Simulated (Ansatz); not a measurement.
## TiAl2: pressure series

The parent structure is TiAl$_{2}$ (space group I4_1/amd, No. 141; a = 3.9350 Å, c = 24.1122 Å; a cell from a computed database, its experimental status unchecked).

Cell and atoms are relaxed at each pressure.

Method: PBEsol, PAW, 420 eV (Ansatz, a program for electronic structure; no SOC).

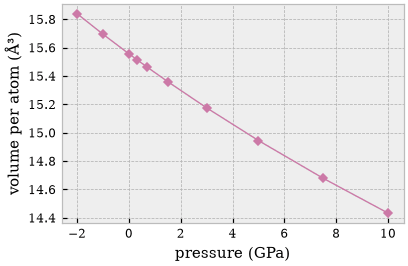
Volume per atom against pressure

Task: From the plot, what is the volume per atom for pressure 10 GPa?

Result: About 14.4 Å³.

Task: Is the trend monotonic over the range shown?

Result: Yes, it falls throughout, spanning 14.43 Å³ to 15.84 Å³.

Load acts through the strain it causes; cell and atoms are relaxed under it. Stability against distortions was not tested. No other phases were tried under pressure. The final runs are not spin-polarised.
